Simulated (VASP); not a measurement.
## Lattice of YSb2Os2 across functionals and dispersion corrections

How much does the cell of YSb2Os2 depend on the functional? The levels: PBE, LDA, PBEsol, r2SCAN, PBE + D3(BJ), BLYP + D4, optPBE-vdW and r2SCAN + rVV10. The cell is invented: it takes the structure of a Materials Project entry for YP2Pd2 (space group 139 there), with some of its atoms replaced by other elements, volume scaled by an estimate. It may not be a known or stable phase.

Calculated with VASP 6.6.1; PBE; plane waves and PAW (Os, Sb, Y_sv), in the first sound run; inputs show where later runs differ.

### 1. The structure

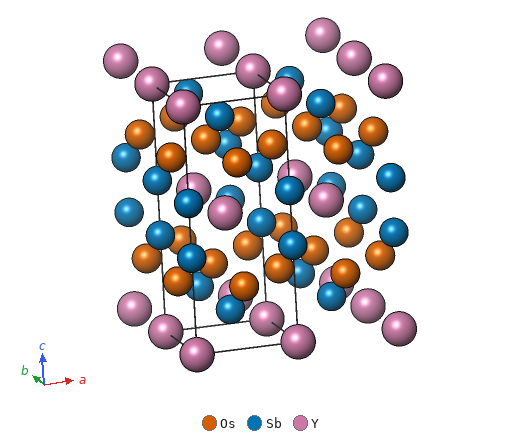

The starting structure, seen from a free direction (osmium orange, antimony blue, yttrium pink). 2×2×1 cells are drawn. This picture shows the conventional cell, with its axes. Some periodic images of atoms are drawn too.

Coordinates:

```cif
data_structure
_symmetry_space_group_name_H-M 'I4/mmm'
_symmetry_Int_Tables_number 139
_cell_length_a 4.2973
_cell_length_b 4.2973
_cell_length_c 10.3681
_cell_angle_alpha 90.000
_cell_angle_beta 90.000
_cell_angle_gamma 90.000
_cell_volume 191.47
loop_
_atom_site_label
_atom_site_type_symbol
_atom_site_symmetry_multiplicity
_atom_site_Wyckoff_symbol
_atom_site_fract_x
_atom_site_fract_y
_atom_site_fract_z
_atom_site_occupancy
Os1 Os 4 d 0.00000 0.50000 0.25000 1
Sb1 Sb 4 e 0.00000 0.00000 0.38944 1
Y1 Y 2 a 0.00000 0.00000 0.00000 1
```

### 2. Relaxation with PBE

The start need not lie at this functional's minimum. ISIF = 3 frees volume, shape and positions, and EDIFFG sets the threshold on forces and stress at which the search stops. PBE, the usual starting point, adds the gradient of the density.

Input file INCAR:

```
SYSTEM = YSb2Os2
PREC = Accurate
ENCUT = 520
EDIFF = 1E-06
NELM = 100
ISMEAR = -1
SIGMA = 0.05
LREAL = .FALSE.
ALGO = Normal
GGA = PE
LORBIT = 11
LWAVE = .FALSE.
LCHARG = .FALSE.
KPAR = 2
IBRION = 2
NSW = 60
ISIF = 3
EDIFFG = -0.01
```

Input file POSCAR:

```
YSb2Os2
1.0
   -2.1486530000      2.1486530000      5.1840510000
    2.1486530000     -2.1486530000      5.1840510000
    2.1486530000      2.1486530000     -5.1840510000
Os Sb Y
2 2 1
Direct
    0.7500000000      0.2500000000      0.5000000000
    0.2500000000      0.7500000000      0.5000000000
    0.3894394600      0.3894394600      0.0000000000
    0.6105605400      0.6105605400      0.0000000000
    0.0000000000      0.0000000000      0.0000000000
```

Input file KPOINTS:

```
Automatic mesh
0
Gamma
7 7 7
0 0 0
```

PAW data sets: Os, Sb and Y_sv (PBE family, release 64).

Launch:

```sh
mpirun -np 2 vasp_std
```

Output:

```text
[banner, memory and clock lines left out]
running    2 mpi-ranks, on    1 nodes
 distrk:  each k-point on    1 cores,    2 groups
 distr:  one band on    1 cores,    1 groups

 POSCAR found type information on POSCAR OsSbY
 POSCAR found :  3 types and       5 ions
 LDA part: xc-table for (Slater+PW92), standard interpolation
 POSCAR, INCAR and KPOINTS ok, starting setup
 FFT: planning ... GRIDC
 FFT: planning ... GRID_SOFT
 FFT: planning ... GRID
 WAVECAR not read
 entering main loop
       N       E                     dE             d eps       ncg     rms          rms(c)
DAV:   1     0.242683643873E+03    0.24268E+03   -0.16324E+04  1760   0.153E+03
DAV:   2    -0.126624048332E+02   -0.25535E+03   -0.24893E+03  1976   0.404E+02
DAV:   3    -0.355888400773E+02   -0.22926E+02   -0.22303E+02  2610   0.964E+01
DAV:   4    -0.365591908700E+02   -0.97035E+00   -0.96422E+00  2856   0.195E+01
DAV:   5    -0.365806903533E+02   -0.21499E-01   -0.21480E-01  2538   0.255E+00    0.308E+01
DAV:   6    -0.354314415226E+02    0.11492E+01   -0.16483E+00  2170   0.714E+00    0.197E+01
DAV:   7    -0.351890341360E+02    0.24241E+00   -0.22148E+00  2776   0.834E+00    0.433E+00
DAV:   8    -0.351638129890E+02    0.25221E-01   -0.82709E-01  2110   0.481E+00    0.110E+00
DAV:   9    -0.351438543658E+02    0.19959E-01   -0.14639E-01  2156   0.222E+00    0.279E-01
DAV:  10    -0.351437219668E+02    0.13240E-03   -0.88216E-03  2510   0.623E-01    0.324E-01
DAV:  11    -0.351436886551E+02    0.33312E-04   -0.63364E-04  2602   0.166E-01    0.881E-02
DAV:  12    -0.351436632888E+02    0.25366E-04   -0.10658E-04  2824   0.597E-02    0.472E-02
DAV:  13    -0.351436655228E+02   -0.22341E-05   -0.25591E-05  3012   0.323E-02    0.223E-02
DAV:  14    -0.351436642025E+02    0.13203E-05   -0.19471E-06  1632   0.854E-03    0.567E-03
DAV:  15    -0.351436644186E+02   -0.21604E-06   -0.14320E-06  1616   0.614E-03
   1 F= -.35143664E+02 E0= -.35128530E+02  d E =-.351437E+02
 curvature:   0.00 expect dE= 0.000E+00 dE for cont linesearch  0.000E+00
 trial: gam= 0.00000 g(F)=  0.859E+01 g(S)=  0.553E+01 ort = 0.000E+00 (trialstep = 0.100E+01)
 search vector abs. value=  0.141E+02
 bond charge predicted
       N       E                     dE             d eps       ncg     rms          rms(c)
DAV:   1    -0.569838612138E+02   -0.21840E+02   -0.62227E+02  1988   0.151E+02    0.324E+01
DAV:   2    -0.408872235864E+02    0.16097E+02   -0.15675E+02  2954   0.841E+01    0.293E+01
DAV:   3    -0.358313557039E+02    0.50559E+01   -0.95769E+01  2832   0.368E+01    0.160E+01
DAV:   4    -0.349898198402E+02    0.84154E+00   -0.11940E+01  2426   0.172E+01    0.110E+01
DAV:   5    -0.352438481348E+02   -0.25403E+00   -0.17017E+00  2708   0.582E+00    0.599E+00
DAV:   6    -0.353817369642E+02   -0.13789E+00   -0.66289E-01  2904   0.355E+00    0.252E+00
DAV:   7    -0.354455167595E+02   -0.63780E-01   -0.13674E-01  2622   0.233E+00    0.642E-01
DAV:   8    -0.354413729398E+02    0.41438E-02   -0.41511E-02  2650   0.825E-01    0.274E-01
DAV:   9    -0.354413410292E+02    0.31911E-04   -0.17968E-03  2412   0.285E-01    0.113E-01
DAV:  10    -0.354413688862E+02   -0.27857E-04   -0.77903E-04  2738   0.929E-02    0.482E-02
DAV:  11    -0.354413623274E+02    0.65588E-05   -0.60825E-05  2500   0.427E-02    0.274E-02
DAV:  12    -0.354413581325E+02    0.41949E-05   -0.26804E-05  2814   0.221E-02    0.675E-03
DAV:  13    -0.354413581361E+02   -0.35843E-08   -0.92966E-06  2730   0.104E-02
   2 F= -.35441358E+02 E0= -.35429851E+02  d E =-.297694E+00
[... from here on, the cycles between the ionic steps are left out ...]
   3 F= -.37080378E+02 E0= -.37071975E+02  d E =-.193671E+01
   4 F= -.37110965E+02 E0= -.37102384E+02  d E =-.196730E+01
   5 F= -.37135971E+02 E0= -.37126753E+02  d E =-.199231E+01
   6 F= -.37136298E+02 E0= -.37127185E+02  d E =-.199263E+01
   7 F= -.37100063E+02 E0= -.37090973E+02  d E =0.362348E-01
   8 F= -.37174322E+02 E0= -.37165254E+02  d E =-.380241E-01
   9 F= -.37189291E+02 E0= -.37180321E+02  d E =-.149689E-01
  10 F= -.37191733E+02 E0= -.37182796E+02  d E =-.174109E-01
  11 F= -.37191753E+02 E0= -.37182821E+02  d E =-.174309E-01
  12 F= -.37192416E+02 E0= -.37183610E+02  d E =-.663011E-03
  13 F= -.37192416E+02 E0= -.37183610E+02  d E =-.663000E-03
  14 F= -.37192371E+02 E0= -.37183602E+02  d E =0.441420E-04
 trial-energy change:    0.000044  1 .order    0.000033   -0.000266    0.000333
 step:   0.3549(harm=  0.3770)  dis= 0.00033  next Energy=   -37.192470 (dE=-0.549E-04)
 bond charge predicted
       N       E                     dE             d eps       ncg     rms          rms(c)
DAV:   1    -0.371928312574E+02   -0.46008E-03   -0.91304E-03  1802   0.604E-01    0.153E-01
DAV:   2    -0.371925492427E+02    0.28201E-03   -0.15821E-03  2566   0.257E-01    0.534E-02
DAV:   3    -0.371924763782E+02    0.72864E-04   -0.24482E-04  2886   0.928E-02    0.437E-02
DAV:   4    -0.371924606203E+02    0.15758E-04   -0.12309E-04  2974   0.579E-02    0.311E-02
DAV:   5    -0.371924657861E+02   -0.51659E-05   -0.11310E-05  2428   0.198E-02    0.143E-02
DAV:   6    -0.371924685283E+02   -0.27422E-05   -0.10224E-05  3168   0.136E-02    0.326E-03
DAV:   7    -0.371924684302E+02    0.98114E-07   -0.41418E-07  1304   0.407E-03
  15 F= -.37192468E+02 E0= -.37183677E+02  d E =-.529160E-04
 curvature:  -0.23 expect dE=-0.140E-05 dE for cont linesearch -0.343E-06
 trial: gam=-0.05208 g(F)=  0.165E-06 g(S)=  0.593E-05 ort = 0.239E-04 (trialstep = 0.750E+00)
 search vector abs. value=  0.464E-05
 reached required accuracy - stopping structural energy minimisation
```

The job ended after 11 min (2 MPI ranks of Intel Xeon 6975P-C (Granite Rapids), shared host; peak memory 0.87 GiB).

Lines that name or quote the potential files are left out of all logs, and their timing lines are given in words.

From OUTCAR (step 2):

```text
ion  position               nearest neighbor table
   1  0.750  0.250  0.500-   3 2.59   4 2.59   3 2.59   4 2.59   2 3.04   2 3.04   2 3.04   2 3.04
                             5 3.37   5 3.37   5 3.37   5 3.37
   2  0.250  0.750  0.500-   3 2.59   4 2.59   3 2.59   4 2.59   1 3.04   1 3.04   1 3.04   1 3.04
                             5 3.37   5 3.37   5 3.37   5 3.37
   3  0.389  0.389  0.000-   4 2.29   2 2.59   1 2.59   2 2.59   1 2.59   5 3.25   5 3.25   5 3.25
                             5 3.25   5 4.04
   4  0.611  0.611  0.000-   3 2.29   1 2.59   2 2.59   1 2.59   2 2.59   5 3.25   5 3.25   5 3.25
                             5 3.25   5 4.04
   5  0.000  0.000  0.000-   4 3.25   4 3.25   4 3.25   3 3.25   4 3.25   3 3.25   3 3.25   3 3.25
                             1 3.37   2 3.37   1 3.37   2 3.37   1 3.37   1 3.37   2 3.37   2 3.37

  LATTYP: Found a body centered tetragonal cell.
 ALAT       =     4.2973060000
 C/A-ratio  =     2.4126980950

 Subroutine GETGRP returns: Found 16 space group operations
 (whereof 16 operations were pure point group operations)

The static configuration has the point symmetry D_4h.

 Found     40 irreducible k-points:

   k-points           NKPTS =     40   k-points in BZ     NKDIM =     40   number of bands    NBANDS=     22

   dimension x,y,z NGX =    48 NGY =   48 NGZ =   48
   dimension x,y,z NGXF=    96 NGYF=   96 NGZF=   96

   ENCUT  =  520.0 eV  38.22 Ry    6.18 a.u.  11.17 11.17 11.17*2*pi/ulx,y,z

   NELECT =      37.0000    total number of electrons

 k-points in reciprocal lattice and weights: Automatic mesh
   0.00000000  0.00000000  0.00000000       0.003
   0.14285714  0.00000000 -0.00000000       0.023
   0.28571429  0.00000000 -0.00000000       0.023
   0.42857143  0.00000000 -0.00000000       0.023
   0.14285714  0.14285714 -0.00000000       0.023
   0.28571429  0.14285714 -0.00000000       0.047
   0.42857143  0.14285714 -0.00000000       0.047
  -0.42857143  0.14285714  0.00000000       0.047
  -0.28571429  0.14285714  0.00000000       0.047
[...]
-0.42857143  0.42857143  0.42857143       0.012
  -0.42857143 -0.42857143  0.42857143       0.006

 average (electrostatic) potential at core
       1 -43.8906       2 -43.8906       3 -85.2639       4 -85.2639       5 -33.9580

 E-fermi :   7.8943

 k-point     1 :       0.0000    0.0000    0.0000
  band No.  band energies     occupation
    ...
     15       6.3993      2.00000
     16       6.9206      2.00000
     17       6.9206      2.00000
     18       7.1443      2.00000
     19       7.4258      1.99983
     20       8.8606      0.00000
     21       9.4964      0.00000
     22       9.7341      0.00000

 k-point     2 :       0.1429    0.0000   -0.0000
  band No.  band energies     occupation
    ...
     15       6.3989      2.00000
     16       6.7754      2.00000
     17       6.9216      2.00000
     18       7.1439      2.00000
     19       7.3552      1.99996
     20       8.7449      0.00000
     21       8.9607      0.00000
     22       9.2866      0.00000

 k-point     3 :       0.2857    0.0000   -0.0000
  band No.  band energies     occupation
    ...
     15       6.3708      2.00000
     16       6.4821      2.00000
     17       6.5324      2.00000
     18       6.8640      2.00000
     19       7.7303      1.92745
     20       8.2278      0.00253
     21       9.2256      0.00000
     22       9.3454      0.00000

  Total        0.0136488      0.0136488     -0.0155461      0.0000000      0.0000000      0.0000000
  in kB        0.2024639      0.2024639     -0.2306076      0.0000000      0.0000000      0.0000000
  external PRESSURE =       0.0581067 kB  Pullay stress =       0.0000000 kB

  energy-cutoff  :      520.00
  volume of cell :      108.01
      direct lattice vectors                 reciprocal lattice vectors
    -2.228483086  2.228483086  5.437249649     0.000000000  0.224367869  0.091958257
     2.228483086 -2.228483086  5.437249649     0.224367869  0.000000000  0.091958257
     2.228483086  2.228483086 -5.437249649     0.224367869  0.224367869  0.000000000

 POSITION                                       TOTAL-FORCE (eV/Angst)
 -----------------------------------------------------------------------------------
      0.00000      2.22848      2.71862        -0.000000     -0.000000     -0.000000
      2.22848      0.00000      2.71862        -0.000000     -0.000000     -0.000000
      0.00000      0.00000      4.03315         0.000000      0.000000      0.001306
      0.00000      0.00000      6.84135        -0.000000     -0.000000     -0.001306
      0.00000      0.00000      0.00000        -0.000000     -0.000000     -0.000000
 -----------------------------------------------------------------------------------
    total drift:                                0.000000     -0.000000      0.000000

  FREE ENERGIE OF THE ION-ELECTRON SYSTEM (eV)
  ---------------------------------------------------
  free  energy   TOTEN  =       -37.1924684302 eV

  energy  without entropy=      -37.1748851998  energy(sigma->0) =      -37.18367682

 reached required accuracy - stopping structural energy minimisation

 total charge
# of ion       s       p       d       f       tot
--------------------------------------------------
    1        0.521   0.502   6.240   0.000   7.262
    2        0.521   0.502   6.240   0.000   7.262
    3        1.079   1.332   0.135   0.000   2.546
    4        1.079   1.332   0.135   0.000   2.546
    5        2.144   6.201   0.836   0.026   9.206
--------------------------------------------------
tot          5.343   9.869  13.586   0.026  28.823

[... 3 further parts left out ...]
```

This run has no spin polarisation. Its electron count is odd, so without a moment it is a metal by construction. After so large a change of volume the plane waves of the start cell no longer fit, so the final stress carries a basis-set error. The run keeps the 16 symmetry operations of its start, so it cannot find a distortion of lower symmetry.

Step by step:

```csv
step,energy less that of the first step (eV),largest force (eV/Å),pressure (GPa),volume (Å³)
1,0.0000,9.4340,19.34,95.73
2,-0.2977,2.5218,-5.52,130.63
3,-1.9367,1.1288,1.03,109.04
4,-1.9673,0.9371,1.76,107.98
5,-1.9923,0.4247,3.61,105.69
6,-1.9926,0.4983,3.35,105.98
7,-1.9564,0.6968,-5.57,112.47
8,-2.0307,0.0304,-0.68,108.61
9,-2.0456,0.0838,-0.23,108.14
10,-2.0481,0.1217,0.01,107.88
11,-2.0481,0.1257,0.04,107.85
12,-2.0488,0.0066,0.14,107.89
13,-2.0488,0.0066,0.15,107.89
14,-2.0487,0.0059,-0.20,108.17
15,-2.0488,0.0013,0.01,108.01
```

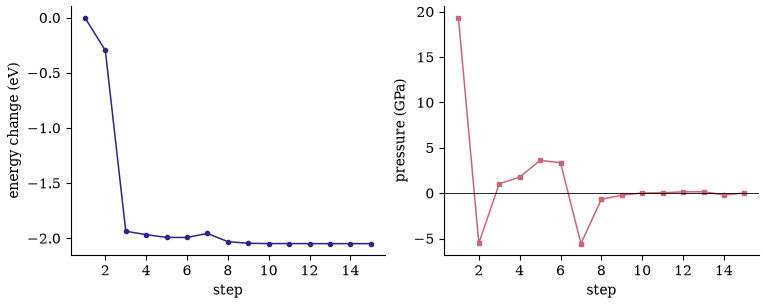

Energy and pressure along the relaxation.

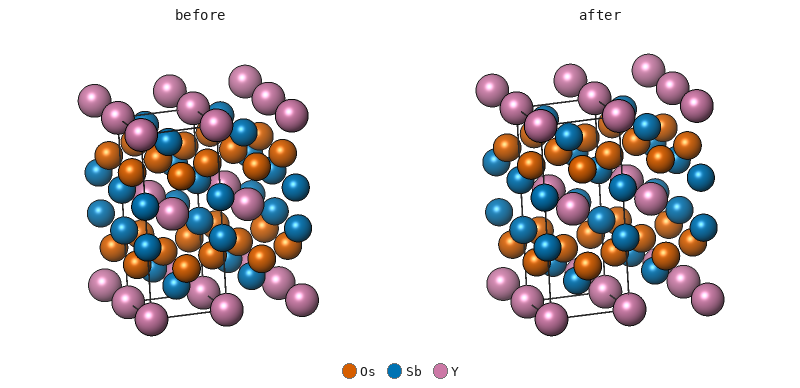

The structure before and after the relaxation, drawn at the same scale.

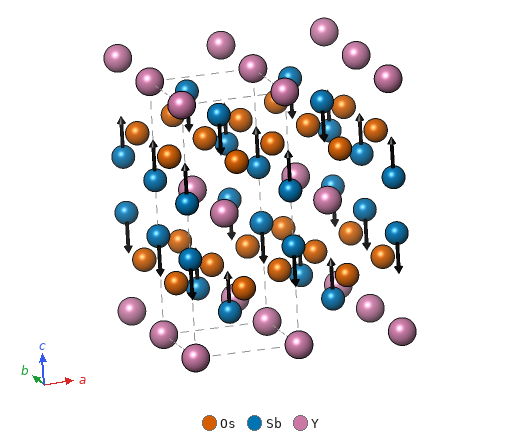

Displacements in the relaxation, exaggerated, measured against the changing cell; the longest in the cell stands for 0.20 Å. 2×2×1 conventional cells are drawn. Some periodic images of atoms are drawn too.

```csv
"conventional cell, symmetrised",before,after,change
a (Å),4.297,4.457,+3.7 %
b (Å),4.297,4.457,+3.7 %
c (Å),10.368,10.874,+4.9 %
volume (Å³/atom),19.15,21.60,+12.8 %
```

The atoms that moved most (Å, as changes of fractional coordinates times the final cell):

```csv
atom,dx,dy,dz,length
Sb3,0.000,0.000,-0.202,0.202
Sb4,0.000,0.000,0.202,0.202
```

The relaxed structure:

```xyz
5
Lattice="-2.2285 2.2285 5.4372 2.2285 -2.2285 5.4372 2.2285 2.2285 -5.4372" Properties=species:S:1:pos:R:3 pbc="T T T"
Os    0.0000    2.2285    2.7186
Os    2.2285    0.0000    2.7186
Sb    0.0000    0.0000    4.0332
Sb    0.0000    0.0000    6.8413
Y     0.0000    0.0000    0.0000
```

This step gave:

```yaml
electrons: 37
bands: 22
irreducible_k_points: 40
symmetry_operations: 16
free_energy_toten: -37.19 eV
energy_at_zero_smearing: -37.18 eV
fermi_energy: 7.894 eV
pressure: 0.005811 GPa
metallic: yes
scf_cycles_over_all_ionic_steps: 125
```

It ends with a largest force of 0.001 eV/Å and a pressure of 0.01 GPa. The conventional cell has a = 4.457 and c = 10.874 Å.

(Continued in part 2 of 3.)

[Lines on the potential files, build, host, timing and source positions are cut from VASP's logs without a mark.]

[Logs are printed without paths, hosts, clocks, repeated set-up lines and the standing remarks that a program may print on its own settings, such as how far it seeks lower states.]

[Hosts, paths, dates, database ids (printed as entryN), source tags and the programs' standing remarks are cut or masked in the printed files.]

[A measured line is paired with the nearest computed mode of its activity, which favours agreement.]
